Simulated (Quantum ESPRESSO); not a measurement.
# V (Im-3m): phonons by linear response

How does V (Im-3m) vibrate, and is this structure a minimum?

Method: DFT PBE, scalar-relativistic, plane waves, PseudoDojo norm-conserving pseudopotentials, in Quantum ESPRESSO 7.5.

## (1) The structure

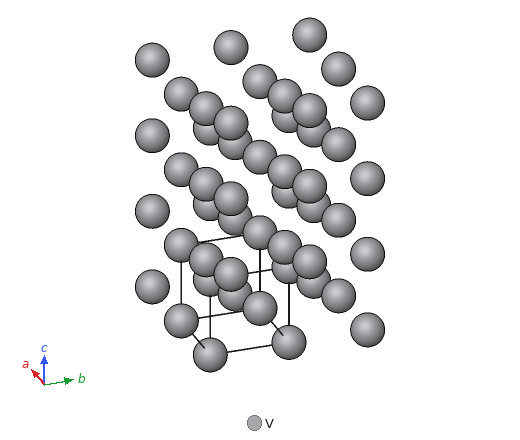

Start, viewed from a free direction; vanadium grey. 2×2×3 cells are drawn. This picture shows the conventional cell, with its axes. Some periodic images of atoms are drawn too.

## (2) A probe with smearing

A cheap run with smearing and empty bands tells whether the crystal has a gap, which decides between fixed occupations and smearing later on.

Input file probe.in:

```
&CONTROL
  calculation = 'scf'
  prefix      = 'x'
  outdir      = './tmp'
  pseudo_dir  = './pseudo'
  tprnfor     = .true.
  tstress     = .true.
  verbosity   = 'high'
/
&SYSTEM
  ibrav       = 0
  nat         = 1
  ntyp        = 1
  ecutwfc     = 84.0
  occupations = 'smearing'
  smearing    = 'gaussian'
  degauss     = 0.01
/
&ELECTRONS
  conv_thr         = 1.0d-07
  mixing_beta      = 0.7
  electron_maxstep = 100
/
ATOMIC_SPECIES
 V      50.9415  V.upf
CELL_PARAMETERS angstrom
    -1.514350000    1.514350000    1.514350000
     1.514350000   -1.514350000    1.514350000
     1.514350000    1.514350000   -1.514350000
ATOMIC_POSITIONS crystal
 V      0.000000000   0.000000000   0.000000000
K_POINTS automatic
 8 8 8 0 0 0
```

Launch:

```
$ OMP_NUM_THREADS=1 mpirun -n 4 pw.x -nk 4 -in probe.in > probe.out
```

What it wrote:

```text
[banners, grids, parts of the stress and lines that vanish by symmetry left out]
Program PWSCF v.7.5
     Message from routine setup:
     using ibrav=0 with symmetry is DISCOURAGED, use correct ibrav instead
[...]
kinetic-energy cutoff     =      84.0000  Ry
     charge density cutoff     =     336.0000  Ry
     scf convergence threshold =      1.0E-07
[...]
Exchange-correlation= PBE
                           (   1   4   3   4   0   0   0)
[...]
48 Sym. Ops., with inversion, found
[...]
(     0          1          0      )
                  (     0          0          1      )
[...]
(  0.0000000  1.0000000 -0.0000000 )
                  ( -0.0000000 -0.0000000  1.0000000 )
[...]
(     1          0          0      )
                  (    -1         -1         -1      )
[...]
(  1.0000000 -0.0000000  0.0000000 )
                  ( -0.0000000 -1.0000000 -0.0000000 )
[...]
(    -1          0          0      )
                  (     0          0         -1      )
[...]
( -1.0000000 -0.0000000  0.0000000 )
                  (  0.0000000  1.0000000 -0.0000000 )
[...]
number of k points=    29  Gaussian smearing, width (Ry)=  0.0100
[...]
End of self-consistent calculation
[...]
the Fermi energy is    16.1098 ev
!    total energy              =    -147.61773248 Ry
[...]
convergence has been achieved in   6 iterations
[...]
atom    1 type  1   force =     0.00000000    0.00000000    0.00000000
[...]
Total force =     0.000000     Total SCF correction =     0.000000
[...]
total   stress  (Ry/bohr**3)                   (kbar)     P=      -61.30
[...]
XML data file, charge density, pseudopotentials, collected wavefunctions

   JOB DONE.
```

Wall time 1.7 s (4 MPI ranks of Arm Neoverse V2, shared host); 6.5 s of CPU time.

Numbers from this step:

- volume per atom: 13.89 Å³
- pressure: -6.13 GPa
- gap on the k-mesh: 0 eV

No gap opens on this mesh, so smearing is kept; the start stands at -6.1 GPa.

## (3) Relaxing the cell and atoms

The relaxation runs at a cutoff a fifth above that of the response, since stress converges more slowly with the basis than frequencies do. Forces and stress are brought to rest with tight thresholds.

Input file relax.in:

```
&CONTROL
  calculation   = 'vc-relax'
  prefix        = 'x'
  outdir        = './tmp'
  pseudo_dir    = './pseudo'
  tprnfor       = .true.
  tstress       = .true.
  forc_conv_thr = 2.0d-05
  etot_conv_thr = 1.0d-07
  nstep         = 40
/
&SYSTEM
  ibrav       = 0
  nat         = 1
  ntyp        = 1
  ecutwfc     = 101
  occupations = 'smearing'
  smearing    = 'mv'
  degauss     = 0.02
/
&ELECTRONS
  conv_thr         = 1.0d-11
  mixing_beta      = 0.7
  electron_maxstep = 100
/
&IONS
/
&CELL
  press_conv_thr = 0.2
/
ATOMIC_SPECIES
 V      50.9415  V.upf
CELL_PARAMETERS angstrom
    -1.514350000    1.514350000    1.514350000
     1.514350000   -1.514350000    1.514350000
     1.514350000    1.514350000   -1.514350000
ATOMIC_POSITIONS crystal
 V      0.000000000   0.000000000   0.000000000
K_POINTS automatic
 16 16 16 0 0 0
```

Launch:

```
$ OMP_NUM_THREADS=1 mpirun -n 4 pw.x -nk 4 -in relax.in > relax.out
```

What it wrote:

```text
[banners, grids, parts of the stress and lines that vanish by symmetry left out]
[banner, memory and clock lines left out]
Program PWSCF v.7.5

[...]
kinetic-energy cutoff     =     101.0000  Ry
     charge density cutoff     =     404.0000  Ry
     scf convergence threshold =      1.0E-11
[...]
energy convergence thresh.=      1.0E-07
     force convergence thresh. =      2.0E-05
     press convergence thresh. =      2.0E-01
     Exchange-correlation= PBE
                           (   1   4   3   4   0   0   0)
[...]
48 Sym. Ops., with inversion, found
[...]
number of k points=   145  Marzari-Vanderbilt smearing, width (Ry)=  0.0200
[...]
End of self-consistent calculation
[...]
the Fermi energy is    16.0863 ev
!    total energy              =    -147.61610538 Ry
[...]
convergence has been achieved in  10 iterations
[...]
atom    1 type  1   force =     0.00000000    0.00000000    0.00000000
     Total force =     0.000000     Total SCF correction =     0.000000
[...]
total   stress  (Ry/bohr**3)                   (kbar)     P=      -53.14
[...]
number of bfgs steps    =   0
[...]
CELL_PARAMETERS (angstrom)
[...]
ATOMIC_POSITIONS (crystal)
V                0.0000000000        0.0000000000        0.0000000000
[...]
New effective cutoffs (rho, wfc):  409.90  102.85
[...]
End of self-consistent calculation
[...]
the Fermi energy is    16.6074 ev
!    total energy              =    -147.61662623 Ry
[...]
convergence has been achieved in   7 iterations
[...]
atom    1 type  1   force =     0.00000000    0.00000000    0.00000000
     Total force =     0.000000     Total SCF correction =     0.000000
[...]
total   stress  (Ry/bohr**3)                   (kbar)     P=       -6.72
[...]
number of bfgs steps    =   1
[...]
CELL_PARAMETERS (angstrom)
[...]
ATOMIC_POSITIONS (crystal)
V                0.0000000000        0.0000000000        0.0000000000
[...]
New effective cutoffs (rho, wfc):  410.96  103.11
[...]
End of self-consistent calculation
[...]
the Fermi energy is    16.6828 ev
!    total energy              =    -147.61663394 Ry
[...]
convergence has been achieved in   7 iterations
[...]
atom    1 type  1   force =     0.00000000    0.00000000    0.00000000
     Total force =     0.000000     Total SCF correction =     0.000000
[...]
total   stress  (Ry/bohr**3)                   (kbar)     P=        0.31
[...]
number of bfgs steps    =   2
[...]
CELL_PARAMETERS (angstrom)
[...]
ATOMIC_POSITIONS (crystal)
V                0.0000000000        0.0000000000        0.0000000000
[...]
New effective cutoffs (rho, wfc):  410.91  103.10
[...]
End of self-consistent calculation
[...]
the Fermi energy is    16.6795 ev
!    total energy              =    -147.61663396 Ry
[...]
convergence has been achieved in   4 iterations
[...]
atom    1 type  1   force =     0.00000000    0.00000000    0.00000000
     Total force =     0.000000     Total SCF correction =     0.000000
[...]
total   stress  (Ry/bohr**3)                   (kbar)     P=       -0.00
[...]
bfgs converged in   4 scf cycles and   3 bfgs steps
[...]
End of BFGS Geometry Optimization
     Final enthalpy           =    -147.6166339595 Ry
     File ./tmp/x.bfgs deleted, as requested
[...]
CELL_PARAMETERS (angstrom)
[...]
ATOMIC_POSITIONS (crystal)
V                0.0000000000        0.0000000000        0.0000000000
[...]
Final scf calculation at the relaxed structure.
[...]
kinetic-energy cutoff     =     101.0000  Ry
     charge density cutoff     =     404.0000  Ry
     scf convergence threshold =      1.0E-13
[...]
press convergence thresh. =      2.0E-01
     Exchange-correlation= PBE
                           (   1   4   3   4   0   0   0)
[...]
48 Sym. Ops., with inversion, found
[...]
number of k points=   145  Marzari-Vanderbilt smearing, width (Ry)=  0.0200
[...]
End of self-consistent calculation
[...]
the Fermi energy is    16.6795 ev
!    total energy              =    -147.61663239 Ry
[...]
convergence has been achieved in  12 iterations
[...]
atom    1 type  1   force =     0.00000000    0.00000000    0.00000000
     Total force =     0.000000     Total SCF correction =     0.000000
[...]
total   stress  (Ry/bohr**3)                   (kbar)     P=       -0.01
[...]
XML data file, charge density, pseudopotentials, collected wavefunctions
```

Wall time 24 s (4 MPI ranks); 97 s of CPU time.

The steps of the relaxation:

```
step  energy less that of the first step (eV)  largest force (eV/Å)  pressure (GPa)  volume (Å³)
   1                                   0.0000                0.0000           -5.31        13.89
   2                                  -0.0071                0.0000           -0.67        13.52
   3                                  -0.0072                0.0000            0.03        13.47
   4                                  -0.0072                0.0000            0.00        13.47
   5                                  -0.0072                0.0000            0.00        13.47
```

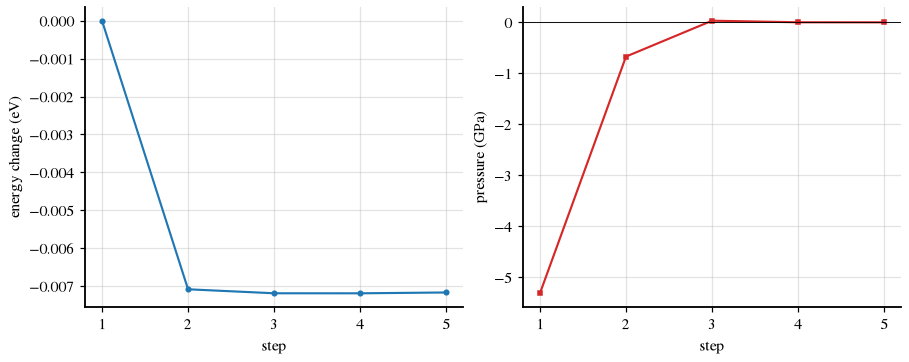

Energy and pressure along the relaxation.

```
conventional cell, symmetrised  before  after  change
                         a (Å)   3.029  2.998  -1.0 %
                         b (Å)   3.029  2.998  -1.0 %
                         c (Å)   3.029  2.998  -1.0 %
              volume (Å³/atom)   13.89  13.47  -3.0 %
```

The relaxed structure:

```cif
data_structure
_symmetry_space_group_name_H-M 'P 1'
_symmetry_Int_Tables_number 1
_cell_length_a 2.5960
_cell_length_b 2.5960
_cell_length_c 2.5960
_cell_angle_alpha 109.471
_cell_angle_beta 109.471
_cell_angle_gamma 109.471
_cell_volume 13.47
loop_
_atom_site_label
_atom_site_type_symbol
_atom_site_fract_x
_atom_site_fract_y
_atom_site_fract_z
_atom_site_occupancy
V1 V 0.00000 0.00000 0.00000 1
```

The last row of the table of steps is pw.x's closing run on a basis chosen anew for the final cell, so its energy can jump.

Numbers from this step:

```
volume per atom : 13.47 Å³
pressure        : -0.001 GPa
```

The volume changes by -3.0 % from the cell with which this run began.

## (4) Ground state

Perturbation theory inherits every error of the wavefunctions, so the threshold is set near the limit of the arithmetic. Smearing stays on, as the first look found no gap above 0.3 eV.

Input file scf.in:

```
&CONTROL
  calculation = 'scf'
  prefix      = 'x'
  outdir      = './tmp'
  pseudo_dir  = './pseudo'
  tprnfor     = .true.
  tstress     = .true.
/
&SYSTEM
  ibrav       = 0
  nat         = 1
  ntyp        = 1
  ecutwfc     = 84.0
  occupations = 'smearing'
  smearing    = 'mv'
  degauss     = 0.02
/
&ELECTRONS
  conv_thr         = 1.0d-12
  mixing_beta      = 0.7
  electron_maxstep = 100
/
ATOMIC_SPECIES
 V      50.9415  V.upf
CELL_PARAMETERS angstrom
    -1.498819284    1.498819284    1.498819284
     1.498819284   -1.498819284    1.498819284
     1.498819284    1.498819284   -1.498819284
ATOMIC_POSITIONS crystal
 V      0.000000000   0.000000000   0.000000000
K_POINTS automatic
 16 16 16 0 0 0
```

Launch:

```
$ OMP_NUM_THREADS=1 mpirun -n 4 pw.x -nk 4 -in scf.in > scf.out
```

What it wrote:

```text
[banners, grids, parts of the stress and lines that vanish by symmetry left out]
[banner, memory and clock lines left out]
Program PWSCF v.7.5

[...]
kinetic-energy cutoff     =      84.0000  Ry
     charge density cutoff     =     336.0000  Ry
     scf convergence threshold =      1.0E-12
[...]
Exchange-correlation= PBE
                           (   1   4   3   4   0   0   0)
[...]
48 Sym. Ops., with inversion, found
[...]
number of k points=   145  Marzari-Vanderbilt smearing, width (Ry)=  0.0200
[...]
End of self-consistent calculation
[...]
the Fermi energy is    16.6795 ev
!    total energy              =    -147.61661311 Ry
[...]
convergence has been achieved in  13 iterations
[...]
atom    1 type  1   force =     0.00000000    0.00000000    0.00000000
     Total force =     0.000000     Total SCF correction =     0.000000
[...]
total   stress  (Ry/bohr**3)                   (kbar)     P=       -0.10
[...]
XML data file, charge density, pseudopotentials, collected wavefunctions
```

Wall time 8.4 s (4 MPI ranks).

Numbers from this step:

| Item | Value |
| --- | --- |
| pressure | -0.01 GPa |

The cell stands at -0.01 GPa, close enough for phonons.

## (5) Levels on a dense mesh

The coupling is a sum over pairs of states at the Fermi level and needs a much denser mesh than the density does.

scf_fit.in, as its differences from scf.in of step 4:

```diff
@@ -16,5 +16,6 @@
   degauss     = 0.02
+  la2F        = .true.
 /
 &ELECTRONS
-  conv_thr         = 1.0d-12
+  conv_thr         = 1.0d-10
   mixing_beta      = 0.7
@@ -31,2 +32,2 @@
 K_POINTS automatic
- 16 16 16 0 0 0
+ 48 48 48 0 0 0
```

Launch:

```
$ OMP_NUM_THREADS=1 mpirun -n 4 pw.x -nk 4 -in scf_fit.in > scf_fit.out
```

What it wrote:

```text
[banners, grids, parts of the stress and lines that vanish by symmetry left out]
[banner, memory and clock lines left out]
Program PWSCF v.7.5

[...]
kinetic-energy cutoff     =      84.0000  Ry
     charge density cutoff     =     336.0000  Ry
     scf convergence threshold =      1.0E-10
[...]
Exchange-correlation= PBE
                           (   1   4   3   4   0   0   0)
[...]
48 Sym. Ops., with inversion, found
[...]
number of k points=  2769  Marzari-Vanderbilt smearing, width (Ry)=  0.0200
[...]
End of self-consistent calculation
[...]
the Fermi energy is    16.6773 ev
!    total energy              =    -147.61667665 Ry
[...]
convergence has been achieved in  10 iterations
[...]
atom    1 type  1   force =     0.00000000    0.00000000    0.00000000
     Total force =     0.000000     Total SCF correction =     0.000000
[...]
total   stress  (Ry/bohr**3)                   (kbar)     P=       -0.82
[...]
XML data file, charge density, pseudopotentials, collected wavefunctions
```

Elapsed: 1.9 min, on 4 MPI ranks; 7.6 min of CPU time.

This step gave:

```
pressure : -0.08200 GPa
```

## (6) Self-consistent run for the response

The run on the dense mesh left its levels for the electron-phonon sums; ph.x needs the ground state on the coarse mesh, so pw.x runs once more in the same folder.

scf.in is that of step 4.

Launch:

```
$ OMP_NUM_THREADS=1 mpirun -n 4 pw.x -nk 4 -in scf.in > scf.out
```

What it wrote:

```text
[banners, grids, parts of the stress and lines that vanish by symmetry left out]
[banner, memory and clock lines left out]
Program PWSCF v.7.5

[...]
kinetic-energy cutoff     =      84.0000  Ry
     charge density cutoff     =     336.0000  Ry
     scf convergence threshold =      1.0E-12
[...]
Exchange-correlation= PBE
                           (   1   4   3   4   0   0   0)
[...]
48 Sym. Ops., with inversion, found
[...]
number of k points=   145  Marzari-Vanderbilt smearing, width (Ry)=  0.0200
[...]
End of self-consistent calculation
[...]
the Fermi energy is    16.6795 ev
!    total energy              =    -147.61661311 Ry
[...]
convergence has been achieved in  13 iterations
[...]
atom    1 type  1   force =     0.00000000    0.00000000    0.00000000
     Total force =     0.000000     Total SCF correction =     0.000000
[...]
total   stress  (Ry/bohr**3)                   (kbar)     P=       -0.10
[...]
XML data file, charge density, pseudopotentials, collected wavefunctions
```

It took 8.4 s on 4 MPI ranks; 33 s of CPU time.

Numbers from this step:

* pressure: -0.01 GPa

(Continued in part 2 of 3.)

[Host names and launcher messages were left out of these logs when they were recorded.]

[Logs are printed without paths, hosts, clocks, repeated set-up lines and the standing remarks that a program may print on its own settings, such as how far it seeks lower states.]

[Hosts, paths, dates, database ids (printed as entryN), source tags and the programs' standing remarks are cut or masked in the printed files.]
